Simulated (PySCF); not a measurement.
# CH4InN (SMILES C=[N][InH2]): CCSD/3-21G

Aim: the vertical ionisation energy of CH4InN at CCSD/3-21G, from 2 runs. The job is set up through a Python script.

The results are computed with PySCF 2.14.0.

4 further runs of the same task are left out: 4 set aside as unsound or not needed.

### Step 1. The system as given

CH4InN: 7 atoms, total charge 0, spin state singlet. As SMILES, `C=[N][InH2]`. The shape comes from GFN2-xTB, which is rough for such elements, and wasn't checked as a minimum.

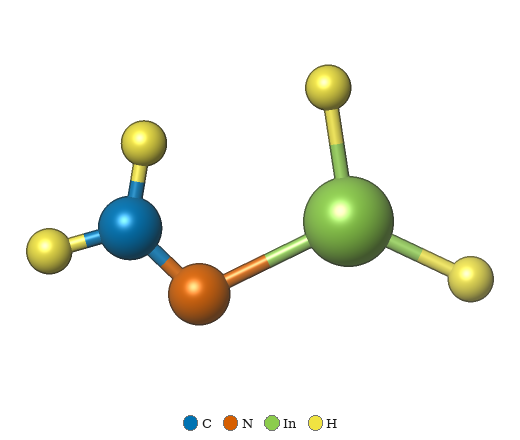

Viewed from a chosen angle; carbon blue, nitrogen orange, indium green, hydrogen yellow.

### Step 2. Energy and gradient at CCSD/3-21G

Input file job.py:

```python
import pyscf.grad
from pyscf import gto, cc

molecule = gto.M(
    atom='''
C     -2.241102    -0.425075    -1.396564
N     -0.121056    -1.417824    -1.635558
In     2.452676     0.099362     1.117565
H     -3.785972    -0.974003    -2.640590
H     -2.721905     1.037346     0.036831
H      0.777698     2.343619     2.906852
H      5.639661    -0.663407     1.611426
''',
    basis='3-21g',
    max_memory=1860,
    verbose=4,
    unit='bohr',
)

myscf = molecule.RHF()
myscf.kernel()

mycc = cc.CCSD(myscf, frozen=20)
mycc.kernel()
etot = mycc.e_tot
print('Final energy', etot)
grad = mycc.Gradients().kernel()
```

Command:

```sh
OMP_NUM_THREADS=1 python job.py
```

Standard output:

```text
PySCF version 2.14.0

[INPUT] num. atoms = 7
[INPUT] num. electrons = 66
[INPUT] charge = 0
[INPUT] spin (= nelec alpha-beta = 2S) = 0
[INPUT] symmetry False subgroup None
[INPUT] Mole.unit = bohr
[INPUT] Symbol           X                Y                Z      unit          X                Y                Z       unit  Magmom
[INPUT]  1 C     -1.185940105747  -0.224940002932  -0.739029842391 AA   -2.241102000000  -0.425075000000  -1.396564000000 Bohr   0.0
[INPUT]  2 N     -0.064060076445  -0.750280149895  -0.865500020738 AA   -0.121056000000  -1.417824000000  -1.635558000000 Bohr   0.0
[INPUT]  3 In     1.297900244970   0.052580106031   0.591389929722 AA    2.452676000000   0.099362000000   1.117565000000 Bohr   0.0
[INPUT]  4 H     -2.003450103581  -0.515420190968  -1.397340051383 AA   -3.785972000000  -0.974003000000  -2.640590000000 Bohr   0.0
[INPUT]  5 H     -1.440370096289   0.548939863039   0.019490125855 AA   -2.721905000000   1.037346000000   0.036831000000 Bohr   0.0
[INPUT]  6 H      0.411540058578   1.240189765879   1.538239833917 AA    0.777698000000   2.343619000000   2.906852000000 Bohr   0.0
[INPUT]  7 H      2.984380078514  -0.351059865965   0.852729916284 AA    5.639661000000  -0.663407000000   1.611426000000 Bohr   0.0

nuclear repulsion = 216.85874596345
number of shells = 31
number of NR pGTOs = 123
number of NR cGTOs = 57
basis = 3-21g
ecp = {}

******** <class 'pyscf.scf.hf.RHF'> ********
method = RHF
initial guess = minao
damping factor = 0
level_shift factor = 0
DIIS = <class 'pyscf.scf.diis.CDIIS'>
diis_start_cycle = 1
diis_space = 8
diis_damp = 0
SCF conv_tol = 1e-09
SCF conv_tol_grad = None
SCF max_cycles = 50
direct_scf = True
direct_scf_tol = 1e-13
Set gradient conv threshold to 3.16228e-05
Initial guess from minao.
init E= -5796.94150465838
  HOMO = -0.234674770224059  LUMO = -0.0212120423224516  gap/eV = 5.80862
cycle= 1 E= -5808.72828231037  delta_E= -11.8  |g|= 0.401  |ddm|= 2.45
  HOMO = -0.278827023157204  LUMO = 0.0300957660223427  gap/eV = 8.40622
cycle= 2 E= -5808.76338585538  delta_E= -0.0351  |g|= 0.293  |ddm|= 0.585
  HOMO = -0.329802568262846  LUMO = 0.0268768131407597  gap/eV = 9.70574
cycle= 3 E= -5808.78175420958  delta_E= -0.0184  |g|= 0.0427  |ddm|= 0.294
  HOMO = -0.326165879185676  LUMO = 0.0278092285449052  gap/eV = 9.63215
cycle= 4 E= -5808.78295878284  delta_E= -0.0012  |g|= 0.0136  |ddm|= 0.103
  HOMO = -0.330381793407037  LUMO = 0.0277122159339593  gap/eV = 9.74423
cycle= 5 E= -5808.78308430079  delta_E= -0.000126  |g|= 0.00646  |ddm|= 0.0331
  HOMO = -0.330823977029805  LUMO = 0.0273654822913918  gap/eV = 9.74683
cycle= 6 E= -5808.78311967445  delta_E= -3.54e-05  |g|= 0.00197  |ddm|= 0.0202
  HOMO = -0.331436856852886  LUMO = 0.0271671200895662  gap/eV = 9.75811
cycle= 7 E= -5808.7831230811  delta_E= -3.41e-06  |g|= 0.000259  |ddm|= 0.00698
  HOMO = -0.331399756720823  LUMO = 0.0271651916000195  gap/eV = 9.75705
cycle= 8 E= -5808.78312315081  delta_E= -6.97e-08  |g|= 6.62e-05  |ddm|= 0.000912
  HOMO = -0.33139812696468  LUMO = 0.0271557389209263  gap/eV = 9.75675
cycle= 9 E= -5808.78312315598  delta_E= -5.18e-09  |g|= 1.52e-05  |ddm|= 0.000289
  HOMO = -0.331396661956969  LUMO = 0.0271565134441865  gap/eV = 9.75673
cycle= 10 E= -5808.78312315626  delta_E= -2.76e-10  |g|= 3.25e-06  |ddm|= 6.66e-05
  HOMO = -0.331396838099422  LUMO = 0.0271562861174681  gap/eV = 9.75673
Extra cycle  E= -5808.78312315628  delta_E= -2.55e-11  |g|= 1.52e-06  |ddm|= 8.68e-06
converged SCF energy = -5808.78312315628

******** <class 'pyscf.cc.ccsd.CCSD'> ********
CC2 = 0
CCSD nocc = 13, nmo = 37
frozen orbitals 20
max_cycle = 50
direct = 0
conv_tol = 1e-07
conv_tol_normt = 1e-05
diis_space = 6
diis_start_cycle = 0
diis_start_energy_diff = 1e+09
Init t2, MP2 energy = -5809.02447763677  E_corr(MP2) -0.241354480482506
Init E_corr(CCSD) = -0.241354480484216
cycle = 1  E_corr(CCSD) = -0.251441814319022  dE = -0.0100873338  norm(t1,t2) = 0.0600737
cycle = 2  E_corr(CCSD) = -0.262793578117532  dE = -0.0113517638  norm(t1,t2) = 0.0244974
cycle = 3  E_corr(CCSD) = -0.26640370265187  dE = -0.00361012453  norm(t1,t2) = 0.0115134
cycle = 4  E_corr(CCSD) = -0.26797511298133  dE = -0.00157141033  norm(t1,t2) = 0.00403947
cycle = 5  E_corr(CCSD) = -0.26796040615658  dE = 1.47068247e-05  norm(t1,t2) = 0.0011376
cycle = 6  E_corr(CCSD) = -0.267882379731542  dE = 7.8026425e-05  norm(t1,t2) = 0.00037442
cycle = 7  E_corr(CCSD) = -0.267890730747741  dE = -8.3510162e-06  norm(t1,t2) = 0.000145199
cycle = 8  E_corr(CCSD) = -0.267899948249978  dE = -9.21750224e-06  norm(t1,t2) = 5.3788e-05
cycle = 9  E_corr(CCSD) = -0.267898417906517  dE = 1.53034346e-06  norm(t1,t2) = 2.66423e-05
cycle = 10  E_corr(CCSD) = -0.267898446762485  dE = -2.88559678e-08  norm(t1,t2) = 1.2407e-05
cycle = 11  E_corr(CCSD) = -0.267898051034523  dE = 3.95727962e-07  norm(t1,t2) = 3.29404e-06
cycle = 12  E_corr(CCSD) = -0.267897909429472  dE = 1.41605051e-07  norm(t1,t2) = 1.42116e-06
cycle = 13  E_corr(CCSD) = -0.267897866705102  dE = 4.27243703e-08  norm(t1,t2) = 5.48689e-07
CCSD converged
E(CCSD) = -5809.051021022989  E_corr = -0.2678978667051017
Final energy -5809.051021022989
cycle = 1  norm(lambda1,lambda2) = 0.0133024
cycle = 2  norm(lambda1,lambda2) = 0.00317503
cycle = 3  norm(lambda1,lambda2) = 0.00142954
cycle = 4  norm(lambda1,lambda2) = 0.000504605
cycle = 5  norm(lambda1,lambda2) = 0.000148089
cycle = 6  norm(lambda1,lambda2) = 3.71088e-05
cycle = 7  norm(lambda1,lambda2) = 1.71479e-05
cycle = 8  norm(lambda1,lambda2) = 4.56644e-06
--------------- CCSD gradients ---------------
         x                y                z
0 C     0.0526145354    -0.0258294526    -0.0072865132
1 N    -0.0720978296     0.0227112602    -0.0042530952
2 In     0.0034745961     0.0073427995     0.0096175686
3 H     0.0100549549    -0.0011335346     0.0028779589
4 H     0.0084347046     0.0000055394     0.0034805582
5 H     0.0044345299    -0.0070299690    -0.0059206880
6 H    -0.0069154912     0.0039333571     0.0014842108
----------------------------------------------
```

Run time: 5.4 s. Hardware: 1 thread of Intel Xeon Platinum 8375C at 2.90GHz (Ice Lake), shared host; peak memory 0.32 GiB.

### Step 3. The doublet cation at the same level

Input file calc.py:

```python
from pyscf import gto, cc

system = gto.M(
    atom='''
C     -2.241102    -0.425075    -1.396564
N     -0.121056    -1.417824    -1.635558
In     2.452676     0.099362     1.117565
H     -3.785972    -0.974003    -2.640590
H     -2.721905     1.037346     0.036831
H      0.777698     2.343619     2.906852
H      5.639661    -0.663407     1.611426
''',
    charge=1,
    verbose=4,
    unit='bohr',
    spin=1,
    basis='3-21g',
    max_memory=1860,
)

myscf = system.UHF()
myscf.kernel()
if not myscf.converged:
    myscf = myscf.newton().run(myscf.mo_coeff, myscf.mo_occ)

mycc = cc.CCSD(myscf, frozen=20)
mycc.kernel()
e_tot = mycc.e_tot
print('E = %.10f Eh' % e_tot)
grad = mycc.nuc_grad_method().kernel()
```

Command:

```sh
OMP_NUM_THREADS=1 python calc.py
```

Standard output:

```text
PySCF version 2.14.0

[INPUT] num. atoms = 7
[INPUT] num. electrons = 65
[INPUT] charge = 1
[INPUT] spin (= nelec alpha-beta = 2S) = 1
[INPUT] symmetry False subgroup None
[INPUT] Mole.unit = bohr
[INPUT] Symbol           X                Y                Z      unit          X                Y                Z       unit  Magmom
[INPUT]  1 C     -1.185940105747  -0.224940002932  -0.739029842391 AA   -2.241102000000  -0.425075000000  -1.396564000000 Bohr   0.0
[INPUT]  2 N     -0.064060076445  -0.750280149895  -0.865500020738 AA   -0.121056000000  -1.417824000000  -1.635558000000 Bohr   0.0
[INPUT]  3 In     1.297900244970   0.052580106031   0.591389929722 AA    2.452676000000   0.099362000000   1.117565000000 Bohr   0.0
[INPUT]  4 H     -2.003450103581  -0.515420190968  -1.397340051383 AA   -3.785972000000  -0.974003000000  -2.640590000000 Bohr   0.0
[INPUT]  5 H     -1.440370096289   0.548939863039   0.019490125855 AA   -2.721905000000   1.037346000000   0.036831000000 Bohr   0.0
[INPUT]  6 H      0.411540058578   1.240189765879   1.538239833917 AA    0.777698000000   2.343619000000   2.906852000000 Bohr   0.0
[INPUT]  7 H      2.984380078514  -0.351059865965   0.852729916284 AA    5.639661000000  -0.663407000000   1.611426000000 Bohr   0.0

nuclear repulsion = 216.85874596345
number of shells = 31
number of NR pGTOs = 123
number of NR cGTOs = 57
basis = 3-21g
ecp = {}

******** <class 'pyscf.scf.uhf.UHF'> ********
method = UHF
initial guess = minao
damping factor = 0
level_shift factor = 0
DIIS = <class 'pyscf.scf.diis.CDIIS'>
diis_start_cycle = 1
diis_space = 8
diis_damp = 0
SCF conv_tol = 1e-09
SCF conv_tol_grad = None
SCF max_cycles = 50
direct_scf = True
direct_scf_tol = 1e-13
number electrons alpha = 33  beta = 32
Set gradient conv threshold to 3.16228e-05
[... 73 lines left out ...]
converged SCF energy = -5808.5357783108  <S^2> = 0.90949068  2S+1 = 2.153593
[... 12 lines left out ...]
Init t2, MP2 energy = -0.20229546393421
[... 5 lines left out ...]
cycle = 5  E_corr(UCCSD) = -0.244709501004829  dE = 6.11055163e-05  norm(t1,t2) = 0.00701209
cycle = 6  E_corr(UCCSD) = -0.244970199140039  dE = -0.000260698135  norm(t1,t2) = 0.00198953
cycle = 7  E_corr(UCCSD) = -0.244966010703909  dE = 4.18843613e-06  norm(t1,t2) = 0.000898891
cycle = 8  E_corr(UCCSD) = -0.244976409557063  dE = -1.03988532e-05  norm(t1,t2) = 0.000457163
cycle = 9  E_corr(UCCSD) = -0.244978608508987  dE = -2.19895192e-06  norm(t1,t2) = 0.000216578
cycle = 10  E_corr(UCCSD) = -0.244982649623149  dE = -4.04111416e-06  norm(t1,t2) = 7.42986e-05
cycle = 11  E_corr(UCCSD) = -0.244983359569618  dE = -7.0994647e-07  norm(t1,t2) = 3.27926e-05
cycle = 12  E_corr(UCCSD) = -0.244982418583174  dE = 9.40986444e-07  norm(t1,t2) = 1.6252e-05
cycle = 13  E_corr(UCCSD) = -0.244981284184343  dE = 1.13439883e-06  norm(t1,t2) = 8.89861e-06
cycle = 14  E_corr(UCCSD) = -0.24498071751548  dE = 5.66668862e-07  norm(t1,t2) = 4.84324e-06
cycle = 15  E_corr(UCCSD) = -0.244980667843827  dE = 4.96716529e-08  norm(t1,t2) = 2.09558e-06
cycle = 16  E_corr(UCCSD) = -0.244980672805662  dE = -4.96183461e-09  norm(t1,t2) = 1.17615e-06
cycle = 17  E_corr(UCCSD) = -0.244980662672669  dE = 1.01329934e-08  norm(t1,t2) = 7.2463e-07
UCCSD converged
E(UCCSD) = -5808.780758973473  E_corr = -0.2449806626726687
E = -5808.7807589735 Eh
cycle = 1  norm(lambda1,lambda2) = 0.0214974
cycle = 2  norm(lambda1,lambda2) = 0.00604375
cycle = 3  norm(lambda1,lambda2) = 0.0032367
cycle = 4  norm(lambda1,lambda2) = 0.0011547
cycle = 5  norm(lambda1,lambda2) = 0.000542389
cycle = 6  norm(lambda1,lambda2) = 0.000182955
cycle = 7  norm(lambda1,lambda2) = 6.78079e-05
cycle = 8  norm(lambda1,lambda2) = 3.83157e-05
cycle = 9  norm(lambda1,lambda2) = 2.06852e-05
cycle = 10  norm(lambda1,lambda2) = 1.06169e-05
cycle = 11  norm(lambda1,lambda2) = 4.57781e-06
cycle = 12  norm(lambda1,lambda2) = 2.14104e-06
cycle = 13  norm(lambda1,lambda2) = 1.27258e-06
cycle = 14  norm(lambda1,lambda2) = 7.21791e-07
--------------- UCCSD gradients ---------------
         x                y                z
0 C     0.0465968746    -0.0033917400     0.0152879735
1 N    -0.0174049565    -0.0026189882    -0.0100036669
2 In    -0.0436807223    -0.0060482828    -0.0247673133
3 H     0.0083384681     0.0006546198     0.0041344427
4 H    -0.0014872553     0.0050281836     0.0050490804
5 H     0.0091934322    -0.0001167054     0.0037372637
6 H    -0.0015558409     0.0064929130     0.0065622198
----------------------------------------------
```

Wall time 11 s (1 thread of Intel Xeon Platinum 8375C at 2.90GHz (Ice Lake), shared host); peak memory 0.34 GiB.

### Step 4. What came out

Level: CCSD/3-21G, 20 core orbitals frozen.

| quantity | value |
| --- | --- |
| singlet CH4InN: total energy | -5809.05102 Eh |
| singlet CH4InN: dipole moment (Hartree–Fock density) | 1.65 D |
| singlet CH4InN: HOMO energy (Hartree–Fock orbitals) | -9.02 eV |
| singlet CH4InN: LUMO energy (Hartree–Fock orbitals) | 0.74 eV |
| singlet CH4InN: HOMO–LUMO gap (Hartree–Fock orbitals) | 9.76 eV |
| singlet CH4InN: correlation energy (20 core orbitals frozen) | -267.9 mEh |
| singlet CH4InN: T1 diagnostic | 0.011 |
| singlet CH4InN: largest force on an atom | 3.893 eV/Å |
| doublet cation: total energy | -5808.78076 Eh |
| doublet cation: HOMO energy (Hartree–Fock orbitals) (highest over α and β) | -16.04 eV |
| doublet cation: LUMO energy (Hartree–Fock orbitals) (lowest over α and β) | -4.91 eV |
| doublet cation: correlation energy (20 core orbitals frozen) | -245.0 mEh |
| doublet cation: ⟨S²⟩ of the reference determinant | 0.909 |
| doublet cation: T1 diagnostic | 0.029 |
| doublet cation: largest force on an atom | 2.601 eV/Å |
| vertical ionisation energy (to the doublet cation) | 7.354 eV |

**Reading.** Removing an electron at fixed nuclei costs 7.35 eV (710 kJ/mol). The largest force (singlet CH4InN) is 3.89 eV/Å: the shape isn't a stationary point for this species at this level. Mulliken charges (singlet CH4InN) of the mean-field density run from -0.68 on N2 to +0.92 on In3; they depend strongly on the basis. Relativity is left out (singlet CH4InN) although the molecule holds a heavy atom. ⟨S²⟩ (doublet cation) is 0.91 where a pure doublet has 0.75: the reference is spin-contaminated. Mulliken charges (doublet cation) of the mean-field density run from -0.39 on N2 to +1.07 on In3.
